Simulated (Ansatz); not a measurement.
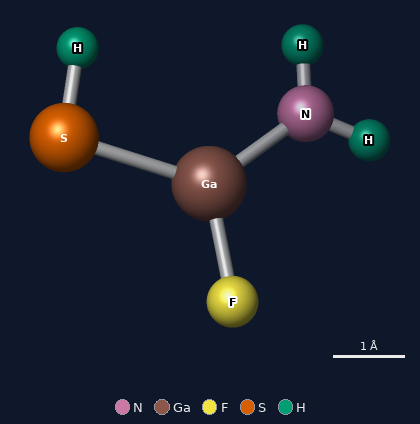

The starting structure (ball-and-stick view, seen at a tilt). Sticks mark near contacts.

**Run report: GaNH3SF, nudged elastic band**

The run: nudged elastic band of GaNH3SF. Method and program: RHF/def2-TZVP (Ansatz 0.2.0).

It belongs to a series of runs on one base structure; here: band between the two ends.

Input file:
```yaml
crystal:
  periodic: [false, false, false]
  atoms:
    - { symbol: "N", position_ang: [0.649406, 1.11133, -0.072602] }
    - { symbol: Ga, position_ang: [0.268361, -0.629548, 0.182894] }
    - { symbol: F, position_ang: [1.577574, -1.63741, 0.711664] }
    - { symbol: S, position_ang: [-1.663725, -1.644508, -0.094017] }
    - { symbol: H, position_ang: [0.000952, 1.800616, -0.372035] }
    - { symbol: H, position_ang: [1.555932, 1.489344, 0.077029] }
    - { symbol: H, position_ang: [-2.327201, -0.557924, -0.478632] }
basis:
  gaussian: { orbitals: def2-TZVP }
hamiltonian:
  xc: hf
neb:
  order_check: false
  images: 7
  f_tol: 0.05
  max_iterations: 60
  initial_path: idpp
  final_atoms:
    - { symbol: "N", position_ang: [0.6499842, 1.11162382, -0.07257626] }
    - { symbol: Ga, position_ang: [0.26802422, -0.62939306, 0.18056908] }
    - { symbol: F, position_ang: [1.57587514, -1.63512847, 0.71579766] }
    - { symbol: S, position_ang: [-1.66312305, -1.64573805, -0.09698016] }
    - { symbol: H, position_ang: [1.55552815, 1.49000218, 0.08363712] }
    - { symbol: H, position_ang: [0.00343716, 1.79943205, -0.37822657] }
    - { symbol: H, position_ang: [-2.32842681, -0.55889847, -0.47791987] }
```

Hardware: 2 threads of AMD EPYC (Zen 3), 16 GiB of memory available, shared host.

Command:
```bash
ansatz run input.yaml --threads 2 --pin off --max-ram 3072MiB --backend cpu --events-out ev --progress --plain --runs-dir out
```

What the program printed:
```
Engine: ansatz 0.2.0, x86_64-unknown-linux-gnu
Functional definition: HF
  exchange = exact_x
  correlation = 0
1315 factors; their error is unknown
mean field evaluation 1: about -67387.0186 eV, gradient 4.6e1 eV
mean field evaluation 2: about -67389.5930 eV, gradient 3.1e1 eV
mean field evaluation 4: about -67391.0195 eV, gradient 1.5e0 eV
mean field evaluation 8: about -67391.0262 eV, gradient 3.2e-2 eV
mean field evaluation 16: about -67387.9869 eV, gradient 4.6e1 eV
mean field -67391.98467054 eV, -2476.6097567143 hartree, gradient 1.1e-5 eV, S^2 0.000000; 0 other end points of the search recorded, 0 dependent functions left out
the calculation of the forces begins
reference -67391.98467054 eV, -2476.6097567143 hartree; 33, 33 occupied and 132, 132 virtual orbitals, 1315 factors
1315 factors; their error is unknown
mean field evaluation 32: about -67387.9868 eV, gradient 4.6e1 eV
mean field -67391.98465334 eV, -2476.6097560826 hartree, gradient 1.1e-5 eV, S^2 0.000000; 0 other end points of the search recorded, 0 dependent functions left out
[... from here on the field's lines of each further geometry are left out, up to the last ...]
NEB iter   1: max|band force component| = 8.607e-1 eV/Å  barrier→ = 0.3842 eV  barrier← = 0.3842 eV  Δτ_max = 0.1641 Å  (318 SCF iters)
NEB iter   2: max|band force component| = 4.749e-1 eV/Å  barrier→ = 0.3527 eV  barrier← = 0.3527 eV  CI = image 4  Δτ_max = 0.1415 Å  (250 SCF iters)
NEB iter   3: max|band force component| = 4.664e-1 eV/Å  barrier→ = 0.3231 eV  barrier← = 0.3231 eV  CI = image 4  Δτ_max = 0.0620 Å  (240 SCF iters)
NEB iter   4: max|band force component| = 2.953e-1 eV/Å  barrier→ = 0.3095 eV  barrier← = 0.3094 eV  CI = image 4  Δτ_max = 0.0758 Å  (224 SCF iters)
NEB iter   5: max|band force component| = 2.017e-1 eV/Å  barrier→ = 0.2938 eV  barrier← = 0.2938 eV  CI = image 4  Δτ_max = 0.2000 Å  (222 SCF iters)
NEB iter   6: max|band force component| = 6.764e-1 eV/Å  barrier→ = 0.2820 eV  barrier← = 0.2820 eV  CI = image 3  Δτ_max = 0.0966 Å  (235 SCF iters)
NEB iter   7: max|band force component| = 2.698e-1 eV/Å  barrier→ = 0.2765 eV  barrier← = 0.2765 eV  CI = image 4  Δτ_max = 0.0731 Å  (240 SCF iters)
NEB iter   8: max|band force component| = 1.822e-1 eV/Å  barrier→ = 0.2754 eV  barrier← = 0.2754 eV  CI = image 4  Δτ_max = 0.1411 Å  (228 SCF iters)
NEB iter   9: max|band force component| = 6.547e-1 eV/Å  barrier→ = 0.3310 eV  barrier← = 0.3309 eV  CI = image 5  Δτ_max = 0.0721 Å  (237 SCF iters)
NEB iter  10: max|band force component| = 4.987e-1 eV/Å  barrier→ = 0.2745 eV  barrier← = 0.2745 eV  CI = image 4  Δτ_max = 0.1257 Å  (226 SCF iters)
NEB iter  11: max|band force component| = 1.887e-1 eV/Å  barrier→ = 0.2742 eV  barrier← = 0.2742 eV  CI = image 4  Δτ_max = 0.0708 Å  (231 SCF iters)
NEB iter  12: max|band force component| = 8.313e-2 eV/Å  barrier→ = 0.2742 eV  barrier← = 0.2742 eV  CI = image 4  Δτ_max = 0.0274 Å  (225 SCF iters)
the calculation of the forces begins
reference -67391.94960184 eV, -2476.6084679636 hartree; 33, 33 occupied and 132, 132 virtual orbitals, 1315 factors
1315 factors; their error is unknown
mean field evaluation 800: about -67391.7105 eV, gradient 2.6e-3 eV
mean field -67391.71048079 eV, -2476.5996804270 hartree, gradient 1.2e-5 eV, S^2 0.000000; 1 other end points of the search recorded, 0 dependent functions left out
the calculation of the forces begins
reference -67391.71048079 eV, -2476.5996804270 hartree; 33, 33 occupied and 132, 132 virtual orbitals, 1315 factors
NEB iter  13: max|band force component| = 3.913e-2 eV/Å  barrier→ = 0.2742 eV  barrier← = 0.2742 eV  CI = image 4  Δτ_max = 0.0000 Å  (637 SCF iters)
```

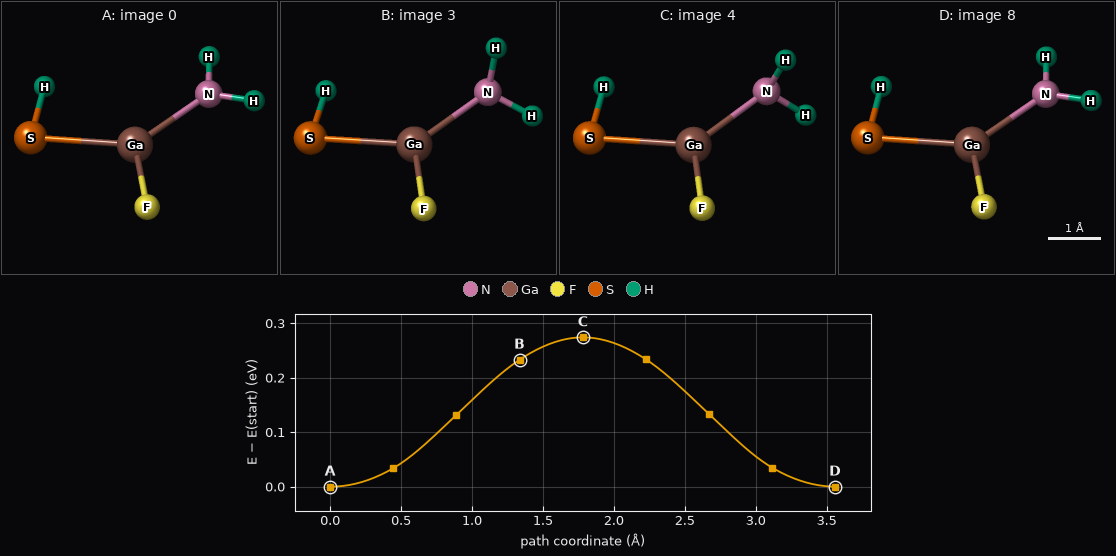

Images of the last band (counted from 0; ball-and-stick, seen at a tilt) above the energy along the path; the line is a cubic interpolation that uses the forces. The highest image is number 4, 0.274 eV above the start and 0.274 eV above the end (the climbing image); start and end have the same energy. The path is 3.56 Å long. The band converged in 13 iterations.

```
Total energy: -67391.71048079 eV, -2476.5996804270 hartree
Atom 0 at     0.399852     1.228283     0.146690 Å, force     0.000483    -0.002290    -0.012617 eV/Å
Atom 1 at     0.174033    -0.591516     0.220887 Å, force     0.000192     0.003844     0.000961 eV/Å
Atom 2 at     1.184074    -1.582113     1.231062 Å, force     0.002191    -0.006487     0.002658 eV/Å
Atom 3 at    -1.326348    -1.738772    -0.896548 Å, force    -0.000948    -0.001322     0.000033 eV/Å
Atom 4 at     0.218240     1.737519     0.986032 Å, force     0.003126     0.002899     0.002521 eV/Å
Atom 5 at     1.263776     1.556704    -0.231475 Å, force    -0.005005     0.002596     0.006778 eV/Å
Atom 6 at    -1.852326    -0.678205    -1.502348 Å, force    -0.000038     0.000761    -0.000333 eV/Å
Dipole moment:    -0.034199     0.555274    -0.110171 e Å
this run last wrote the band of iteration 13 to [file]
```

The last band as extended XYZ (Å, eV, eV/Å):
```
7
Properties=species:S:1:pos:R:3:forces:R:3 image=0 energy=-67391.98467
N     0.6494    1.1113   -0.0726   -0.0062   0.0113  -0.0037
Ga    0.2684   -0.6295    0.1829   -0.0001  -0.0103   0.0020
F     1.5776   -1.6374    0.7117   -0.0064   0.0081  -0.0032
S    -1.6637   -1.6445   -0.0940    0.0032   0.0029   0.0002
H     0.0010    1.8006   -0.3720    0.0052  -0.0113   0.0034
H     1.5559    1.4893    0.0770    0.0059   0.0010   0.0014
H    -2.3272   -0.5579   -0.4786   -0.0016  -0.0015   0.0000
7
Properties=species:S:1:pos:R:3:forces:R:3 image=1 energy=-67391.95070
N     0.6324    1.1278   -0.0149    0.0237   0.0130   0.0193
Ga    0.2408   -0.6183    0.2074   -0.0026  -0.0134  -0.0032
F     1.5160   -1.6341    0.8007    0.0213  -0.0108  -0.0355
S    -1.6482   -1.6524   -0.2408   -0.0050   0.0041   0.0105
H    -0.0310    1.8652    0.0189   -0.0406  -0.0109  -0.1121
H     1.5632    1.4692    0.0531    0.0139   0.0029   0.0928
H    -2.2119   -0.6254   -0.8701   -0.0107   0.0152   0.0281
7
Properties=species:S:1:pos:R:3:forces:R:3 image=2 energy=-67391.85271
N     0.5771    1.1614    0.0042    0.0382  -0.0349  -0.0017
Ga    0.2145   -0.6056    0.2134    0.0080   0.0006   0.0108
F     1.4213   -1.6183    0.9436    0.0400  -0.0182  -0.0684
S    -1.5811   -1.6819   -0.4549   -0.0246   0.0138   0.0351
H     0.0005    1.8664    0.4035   -0.0998   0.0246  -0.1440
H     1.5235    1.4668   -0.0268    0.0509   0.0029   0.1458
H    -2.0945   -0.6568   -1.1287   -0.0127   0.0114   0.0225
7
Properties=species:S:1:pos:R:3:forces:R:3 image=3 energy=-67391.75148
N     0.4906    1.2006    0.0568    0.0241   0.0006  -0.0348
Ga    0.1935   -0.5966    0.2159   -0.0045  -0.0066   0.0067
F     1.3109   -1.6009    1.0890    0.0368  -0.0141  -0.0433
S    -1.4697   -1.7146   -0.6812   -0.0216   0.0058   0.0314
H     0.0899    1.8154    0.7316   -0.0934   0.0188  -0.0650
H     1.4236    1.4974   -0.1301    0.0669  -0.0108   0.0945
H    -1.9774   -0.6694   -1.3277   -0.0083   0.0063   0.0106
7
Properties=species:S:1:pos:R:3:forces:R:3 image=4 energy=-67391.71048
N     0.3999    1.2283    0.1467    0.0005  -0.0023  -0.0126
Ga    0.1740   -0.5915    0.2209    0.0002   0.0038   0.0010
F     1.1841   -1.5821    1.2311    0.0022  -0.0065   0.0027
S    -1.3263   -1.7388   -0.8965   -0.0009  -0.0013   0.0000
H     0.2182    1.7375    0.9860    0.0031   0.0029   0.0025
H     1.2638    1.5567   -0.2315   -0.0050   0.0026   0.0068
H    -1.8523   -0.6782   -1.5023    0.0000   0.0008  -0.0003
7
Properties=species:S:1:pos:R:3:forces:R:3 image=5 energy=-67391.75074
N     0.3250    1.2255    0.2681   -0.0045  -0.0382  -0.0133
Ga    0.1629   -0.5979    0.2364   -0.0125   0.0198   0.0144
F     1.0420   -1.5809    1.3678   -0.0386  -0.0063   0.0388
S    -1.1458   -1.7466   -1.1013    0.0346  -0.0043  -0.0191
H     0.3469    1.6705    1.1596    0.0927  -0.0213   0.0726
H     1.0266    1.6384   -0.3082   -0.0797   0.0459  -0.0809
H    -1.6963   -0.6771   -1.6681    0.0080   0.0044  -0.0125
7
Properties=species:S:1:pos:R:3:forces:R:3 image=6 energy=-67391.85114
N     0.2870    1.1966    0.3852    0.0104   0.0141   0.0371
Ga    0.1585   -0.6089    0.2544   -0.0079  -0.0300   0.0037
F     0.8839   -1.5864    1.4918   -0.0571  -0.0138   0.0579
S    -0.9293   -1.7454   -1.2804    0.0386  -0.0013  -0.0238
H     0.4443    1.6185    1.2724    0.1443  -0.0327   0.0424
H     0.7144    1.7378   -0.3311   -0.1486   0.0559  -0.0976
H    -1.4974   -0.6803   -1.8379    0.0202   0.0078  -0.0197
7
Properties=species:S:1:pos:R:3:forces:R:3 image=7 energy=-67391.94960
N     0.2614    1.1662    0.4743    0.0226  -0.0147   0.0143
Ga    0.1498   -0.6231    0.2731   -0.0047   0.0041   0.0040
F     0.7318   -1.5959    1.5863   -0.0367  -0.0040   0.0232
S    -0.7011   -1.7372   -1.4217    0.0113  -0.0025  -0.0071
H     0.5031    1.5827    1.3436    0.0952  -0.0069  -0.0002
H     0.3378    1.8117   -0.2758   -0.1158   0.0176  -0.0194
H    -1.2215   -0.6726   -2.0255    0.0282   0.0065  -0.0148
7
Properties=species:S:1:pos:R:3:forces:R:3 image=8 energy=-67391.98465
N     0.6495    1.1121   -0.0684    0.0112  -0.0018   0.0011
Ga    0.2677   -0.6296    0.1804   -0.0035  -0.0037   0.0116
F     1.5743   -1.6355    0.7184    0.0013  -0.0003  -0.0034
S    -1.6618   -1.6466   -0.1056    0.0019   0.0050  -0.0036
H     1.5543    1.4908    0.0916   -0.0076  -0.0020  -0.0038
H     0.0036    1.8001   -0.3751   -0.0026   0.0061  -0.0012
H    -2.3264   -0.5595   -0.4870   -0.0007  -0.0034  -0.0007
```

Summary:

| quantity | value |
| --- | --- |
| outcome | converged |
| barrier, forward | 0.274 eV |
| barrier, backward | 0.274 eV |
| wall time | 3.4 min (CPU time 6.5 min) |
| peak memory | 0.46 GiB |

Notes:

The order of the saddle point was not checked.
